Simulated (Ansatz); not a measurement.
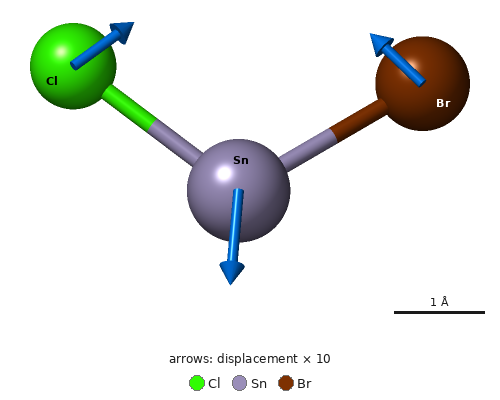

This is a relaxation of SnBrCl (coarse preliminary run). The starting structure is drawn; blue arrows show the displacements, 10 times their true length. The two geometries are superimposed by the best rigid fit.

Style: ball-and-stick. Shown at a tilt.

The start comes from a force field.

All numbers below come from RKS PBE-D4/def2-SVP (Ansatz).

The input:
```yaml
crystal:
  periodic: [false, false, false]
  atoms:
    - {symbol: Cl, position_ang: [0.541100, 1.838300, 0.487200]}
    - {symbol: Sn, position_ang: [-0.830000, 0.153900, -0.434600]}
    - {symbol: Br, position_ang: [0.278000, -2.057000, -0.065800]}
basis:
  gaussian: {orbitals: def2-SVP}
hamiltonian: {xc: pbe, dispersion: d4}
relax: {f_tol: 0.03, max_steps: 200}
```

Command:
```bash
ansatz run in.yaml --threads 4 --pin off --events-out ev --progress --plain --max-ram 10444MiB
```

Q: What did the optimiser do to the structure, and how much energy did it gain?

A: After 4 geometry steps the energy has fallen by 0.078 eV. Largest force component: 1.1 eV/Å at the start, 0.0018 eV/Å at the end. The atom that moves furthest after the best rigid fit is Sn2 (0.12 Å). Largest moves by element: Sn 0.12 Å, Cl 0.09 Å, Br 0.08 Å. Near-neighbour distances that change, for instance: Sn2–Br3 2.500 → 2.562 Å, Cl1–Sn2 2.359 → 2.411 Å. Among the angles between lasting bonds that change: Cl1–Sn2–Br3 108.4° → 100.1°. Cost: 3.3 s on 4 threads of Arm Neoverse V1 (shared host).
